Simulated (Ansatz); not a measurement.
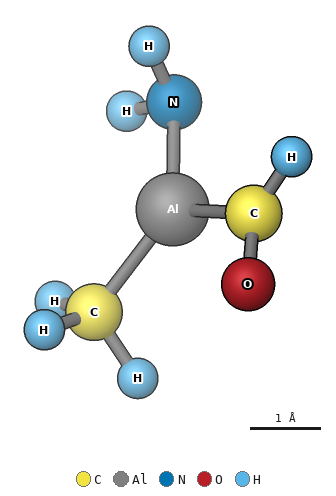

**Figure 1.** The starting structure (ball-and-stick view, seen at a tilt). Sticks mark near contacts. Bond lengths as drawn: Al–C 1.93 to 1.98 Å, Al–N 1.88 Å, C–H 1.02 to 1.15 Å, C–O 1.27 Å and H–N 1.02 to 1.07 Å.

# Geometry relaxation of C$_{2}$H$_{6}$AlNO (part 1 of 2)

- system: C$_{2}$H$_{6}$AlNO
- method: RKS PBE0-D4/def2-SVP (Ansatz 0.2.0)

It belongs to a series of runs on one base structure; here: end point A relaxed.

## Output
```
The last accepted step is kept in [file] (removed where the run ends without a failure and the disk answers)
Engine: ansatz 0.2.0, aarch64-unknown-linux-gnu
Functional definition: PBE0
  parameter a = 0.25
  parameter kappa = 0.804
  parameter beta = 0.06672455060314922
  exchange = (1 - a)*pbe_x(kappa = kappa, mu = beta*pi^2/3) + a*exact_x
  correlation = pbe_c(beta = beta)
1124 factors; integrals over basis functions are off by at most 3.9e-4 eV
mean field evaluation 1: about -12278.1063 eV, gradient 7.2e1 eV
mean field evaluation 2: about -12260.1614 eV, gradient 1.1e2 eV
mean field evaluation 4: about -12289.2474 eV, gradient 6.8e0 eV
mean field evaluation 8: about -12289.3702 eV, gradient 2.6e-1 eV
mean field evaluation 16: about -12289.3704 eV, gradient 2.9e-5 eV
mean field -12289.37038883 eV, -451.6260317549 hartree, gradient 2.9e-5 eV, S^2 0.000000; 0 other end points of the search recorded, 0 dependent functions left out
the calculation of the forces begins
reference -12289.37041736 eV, -451.6260328037 hartree; 23, 23 occupied and 81, 81 virtual orbitals, 1124 factors
relax step   1: F+E_penalty+E_count = -12289.52927023 eV  Δ(F+E_penalty+E_count) = +0.000e0 eV  max|allowed force component| = 4.935e0 eV/Å  Δτ_max = 0.0000 Å  (28 SCF iters, accepted)
these checks for a lower state are left out or cut short: starts, cluster_reference, orbital_swaps, neighbouring_geometries, increment
1124 factors; integrals over basis functions are off by at most 3.8e-4 eV
mean field -12289.68013583 eV, -451.6374147474 hartree, gradient 1.8e-5 eV, S^2 0.000000; 0 other end points of the search recorded, 0 dependent functions left out
the calculation of the forces begins
reference -12289.68016462 eV, -451.6374158054 hartree; 23, 23 occupied and 81, 81 virtual orbitals, 1124 factors
relax step   2: F+E_penalty+E_count = -12289.83887928 eV  Δ(F+E_penalty+E_count) = -3.096e-1 eV  max|allowed force component| = 2.527e0 eV/Å  Δτ_max = 0.1973 Å  (36 SCF iters, accepted)
these checks for a lower state are left out or cut short: starts, cluster_reference, orbital_swaps, neighbouring_geometries, increment
1124 factors; integrals over basis functions are off by at most 3.7e-4 eV
mean field evaluation 32: about -12289.9909 eV, gradient 1.8e-5 eV
mean field -12289.99090378 eV, -451.6488352588 hartree, gradient 1.8e-5 eV, S^2 0.000000; 0 other end points of the search recorded, 0 dependent functions left out
the calculation of the forces begins
reference -12289.99093217 eV, -451.6488363023 hartree; 23, 23 occupied and 81, 81 virtual orbitals, 1124 factors
relax step   3: F+E_penalty+E_count = -12290.15053911 eV  Δ(F+E_penalty+E_count) = -3.117e-1 eV  max|allowed force component| = 6.408e-1 eV/Å  Δτ_max = 0.2000 Å  (32 SCF iters, accepted)
these checks for a lower state are left out or cut short: starts, cluster_reference, orbital_swaps, neighbouring_geometries, increment
1124 factors; integrals over basis functions are off by at most 3.7e-4 eV
mean field -12290.05194041 eV, -451.6510783137 hartree, gradient 1.5e-5 eV, S^2 0.000000; 0 other end points of the search recorded, 0 dependent functions left out
the calculation of the forces begins
reference -12290.05196907 eV, -451.6510793669 hartree; 23, 23 occupied and 81, 81 virtual orbitals, 1124 factors
relax step   4: F+E_penalty+E_count = -12290.21128239 eV  Δ(F+E_penalty+E_count) = -6.074e-2 eV  max|allowed force component| = 1.216e0 eV/Å  Δτ_max = 0.1720 Å  (31 SCF iters, accepted)
these checks for a lower state are left out or cut short: starts, cluster_reference, orbital_swaps, neighbouring_geometries, increment
1124 factors; integrals over basis functions are off by at most 3.8e-4 eV
mean field -12290.04959188 eV, -451.6509920069 hartree, gradient 1.4e-5 eV, S^2 0.000000; 0 other end points of the search recorded, 0 dependent functions left out
the calculation of the forces begins
reference -12290.04962021 eV, -451.6509930478 hartree; 23, 23 occupied and 81, 81 virtual orbitals, 1124 factors
relax step   5: F+E_penalty+E_count = -12290.20988529 eV  Δ(F+E_penalty+E_count) = +1.397e-3 eV  max|allowed force component| = 9.034e-1 eV/Å  Δτ_max = 0.1998 Å  (37 SCF iters, rejected (line search))
these checks for a lower state are left out or cut short: starts, cluster_reference, orbital_swaps, neighbouring_geometries, increment
1124 factors; integrals over basis functions are off by at most 3.7e-4 eV
mean field -12290.13816918 eV, -451.6542471626 hartree, gradient 7.9e-6 eV, S^2 0.000000; 0 other end points of the search recorded, 0 dependent functions left out
the calculation of the forces begins
reference -12290.13819776 eV, -451.6542482128 hartree; 23, 23 occupied and 81, 81 virtual orbitals, 1124 factors
relax step   6: F+E_penalty+E_count = -12290.29776455 eV  Δ(F+E_penalty+E_count) = -8.648e-2 eV  max|allowed force component| = 3.812e-1 eV/Å  Δτ_max = 0.0994 Å  (32 SCF iters, accepted)
these checks for a lower state are left out or cut short: starts, cluster_reference, orbital_swaps, neighbouring_geometries, increment
1124 factors; integrals over basis functions are off by at most 3.8e-4 eV
mean field -12290.14965500 eV, -451.6546692586 hartree, gradient 1.8e-5 eV, S^2 0.000000; 0 other end points of the search recorded, 0 dependent functions left out
the calculation of the forces begins
reference -12290.14968347 eV, -451.6546703048 hartree; 23, 23 occupied and 81, 81 virtual orbitals, 1124 factors
relax step   7: F+E_penalty+E_count = -12290.30897854 eV  Δ(F+E_penalty+E_count) = -1.121e-2 eV  max|allowed force component| = 1.057e-1 eV/Å  Δτ_max = 0.1000 Å  (32 SCF iters, accepted)
these checks for a lower state are left out or cut short: starts, cluster_reference, orbital_swaps, neighbouring_geometries, increment
1124 factors; integrals over basis functions are off by at most 3.8e-4 eV
mean field evaluation 64: about -12290.1500 eV, gradient 1.1e-1 eV
mean field -12290.15005367 eV, -451.6546839093 hartree, gradient 1.6e-5 eV, S^2 0.000000; 0 other end points of the search recorded, 0 dependent functions left out
the calculation of the forces begins
reference -12290.15008215 eV, -451.6546849559 hartree; 23, 23 occupied and 81, 81 virtual orbitals, 1124 factors
relax step   8: F+E_penalty+E_count = -12290.30963387 eV  Δ(F+E_penalty+E_count) = -6.553e-4 eV  max|allowed force component| = 7.653e-2 eV/Å  Δτ_max = 0.0195 Å  (32 SCF iters, accepted)
these checks for a lower state are left out or cut short: starts, cluster_reference, orbital_swaps, neighbouring_geometries, increment
1124 factors; integrals over basis functions are off by at most 3.8e-4 eV
mean field -12290.15073996 eV, -451.6547091300 hartree, gradient 1.5e-5 eV, S^2 0.000000; 0 other end points of the search recorded, 0 dependent functions left out
the calculation of the forces begins
reference -12290.15076844 eV, -451.6547101767 hartree; 23, 23 occupied and 81, 81 virtual orbitals, 1124 factors
relax step   9: F+E_penalty+E_count = -12290.31032098 eV  Δ(F+E_penalty+E_count) = -6.871e-4 eV  max|allowed force component| = 2.517e-2 eV/Å  Δτ_max = 0.0198 Å  (31 SCF iters, accepted)
these checks for a lower state are left out or cut short: starts, cluster_reference, orbital_swaps, neighbouring_geometries, increment
1124 factors; integrals over basis functions are off by at most 3.8e-4 eV
mean field -12290.15086930 eV, -451.6547138832 hartree, gradient 1.6e-5 eV, S^2 0.000000; 0 other end points of the search recorded, 0 dependent functions left out
the calculation of the forces begins
reference -12290.15089778 eV, -451.6547149299 hartree; 23, 23 occupied and 81, 81 virtual orbitals, 1124 factors
relax step  10: F+E_penalty+E_count = -12290.31043846 eV  Δ(F+E_penalty+E_count) = -1.175e-4 eV  max|allowed force component| = 8.133e-3 eV/Å  Δτ_max = 0.0079 Å  (25 SCF iters, accepted)
1124 factors; integrals over basis functions are off by at most 3.8e-4 eV
mean field evaluation 96: about -12290.1509 eV, gradient 1.4e-3 eV
```

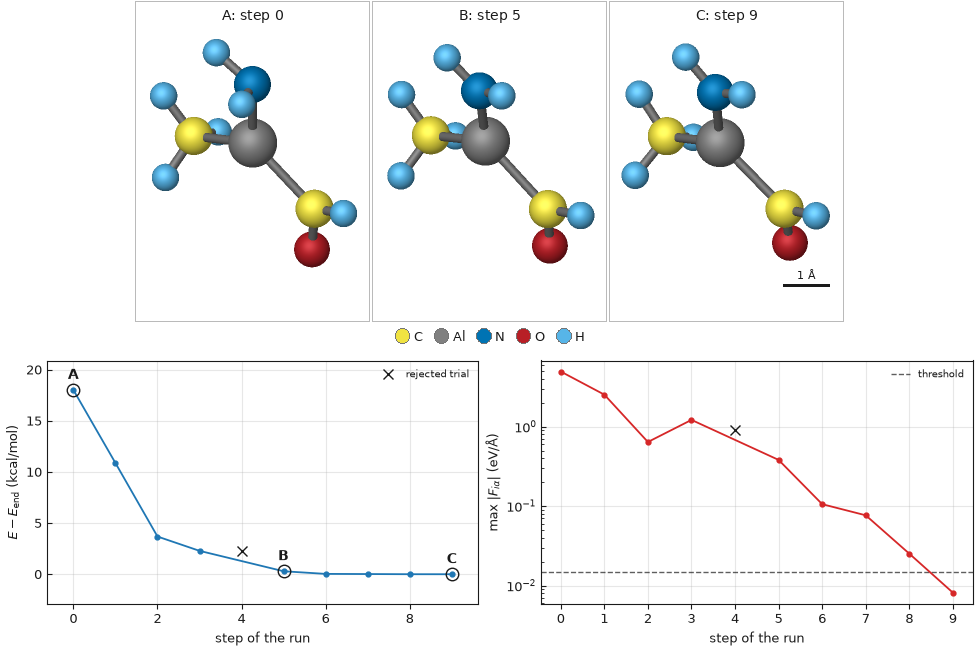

**Figure 2.** Frames of the relaxation (ball-and-stick view, seen at a tilt) above the curves, on which the letters mark them (the first geometry is step 0 here and step 1 in the log).

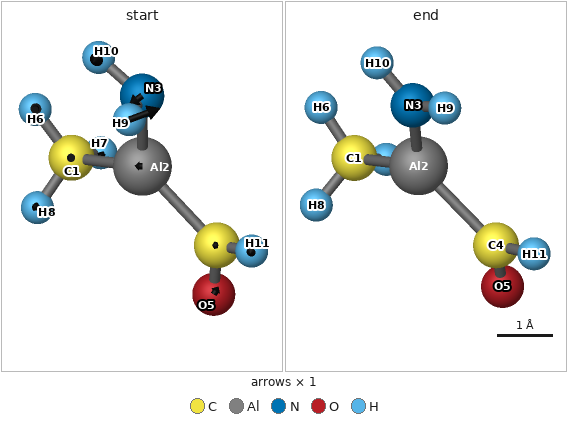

**Figure 3.** Before (left) and after (right) the relaxation, at one scale (ball-and-stick view, seen at a tilt). The black arrows give the displacements, at true length. The atom that moves furthest after the best rigid fit is H9 (0.61 Å). Largest moves by element: H 0.61 Å, N 0.30 Å, O 0.17 Å, Al 0.14 Å, C 0.12 Å. Distances before and after: C4–H11 1.024 → 1.134 Å, Al2–N3 1.882 → 1.774 Å, N3–H10 1.068 → 1.014 Å, C4–O5 1.267 → 1.214 Å. Among the angles that change: Al2–N3–H10 109.2° → 125.6°, Al2–N3–H9 110.5° → 125.1°, H9–N3–H10 104.7° → 109.4°. The energy falls by 18.0 kcal/mol in 9 geometry steps. The largest force component goes from 4.9 to 0.0081 eV/Å. The line search rejected the trial step at point 4 (counted from 0) and went back. (Atoms are counted from 1 in the order of the input.)

```
mean field -12290.15086930 eV, -451.6547138832 hartree, gradient 1.6e-5 eV, S^2 0.000000; 1 other end points of the search recorded, 0 dependent functions left out
the calculation of the forces begins
reference -12290.15089778 eV, -451.6547149299 hartree; 23, 23 occupied and 81, 81 virtual orbitals, 1124 factors
Total energy: -12290.31046694 eV, -451.6605789886 hartree
Atom 0 at    -1.199416     1.177374     0.548554 Å, force     0.000112     0.002664    -0.002766 eV/Å
Atom 1 at     0.143965    -0.136211     0.038622 Å, force    -0.001457     0.007748     0.003408 eV/Å
Atom 2 at     1.108629    -1.034906     1.225909 Å, force     0.003062    -0.007770    -0.008133 eV/Å
Atom 3 at     0.495433    -0.530393    -1.913440 Å, force     0.000177    -0.001832     0.000773 eV/Å
Atom 4 at    -0.124638     0.093920    -2.750456 Å, force    -0.000951     0.000981    -0.001191 eV/Å
Atom 5 at    -1.178260     1.419054     1.622785 Å, force    -0.001372    -0.000733    -0.000156 eV/Å
Atom 6 at    -1.067060     2.114897    -0.015985 Å, force     0.000719    -0.001018    -0.000224 eV/Å
Atom 7 at    -2.211352     0.809735     0.308151 Å, force    -0.000697    -0.000950    -0.000181 eV/Å
Atom 8 at     1.807895    -1.733982     0.999342 Å, force     0.001700     0.001947     0.004465 eV/Å
Atom 9 at     1.046949    -0.935038     2.233527 Å, force     0.000025    -0.000865     0.004377 eV/Å
Atom 10 at     1.243254    -1.301550    -2.276508 Å, force    -0.001317    -0.000172    -0.000371 eV/Å
Dipole moment:     0.248470    -0.243841     0.596714 e Å
```

## Trajectory as extended XYZ (Å, eV, eV/Å), 10 frames, from step=1 to step=10
```
11
Properties=species:S:1:pos:R:3:forces:R:3 step=1 energy=-12289.52927
C    -1.1450    1.0722    0.5625    0.0601   1.6700  -0.6094
Al    0.2492   -0.1111   -0.0575    0.8789  -0.2497   1.4710
N     1.3844   -0.9188    1.2078   -1.8499   0.8859   0.6243
C     0.5525   -0.4768   -1.9758   -4.9348   3.2828  -0.7919
O    -0.2642    0.0226   -2.8054    2.3450  -1.2899   2.0130
H    -1.1642    1.2199    1.6549   -0.0231  -0.1161  -0.0477
H    -1.0172    2.1200    0.0999   -0.1911  -1.2475   0.5101
H    -2.1382    0.7279    0.2301   -0.0292  -0.0186   0.0413
H     1.2684   -1.9343    1.1971    0.4409  -0.0571   0.0451
H     1.0850   -0.6224    2.1890    0.6266  -0.5305  -1.5774
H     1.2547   -1.1563   -2.2821    2.6767  -2.3292  -1.6784
```
